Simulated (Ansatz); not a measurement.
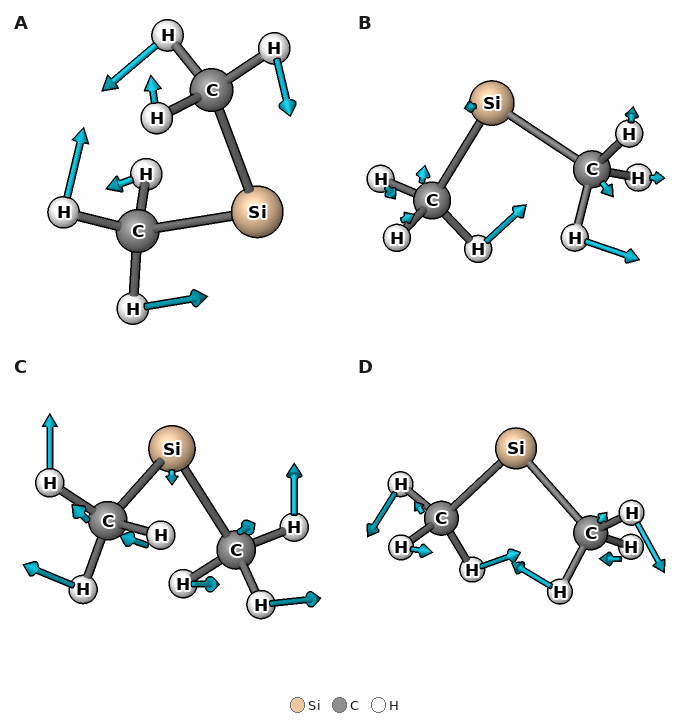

4 normal modes of one molecule or complex, as arrows. Harmonic vibrations computed with RKS PBE0-D4/def2-TZVP (Ansatz 0.2.0) at a stationary point of the same level.

**Match the panels to the wavenumbers 254 cm⁻¹, 661 cm⁻¹, 857 cm⁻¹, 1441 cm⁻¹.**

A: 1441 cm⁻¹, H–C–H bending
B: 661 cm⁻¹
C: 254 cm⁻¹
D: 857 cm⁻¹, H–C–Si bending
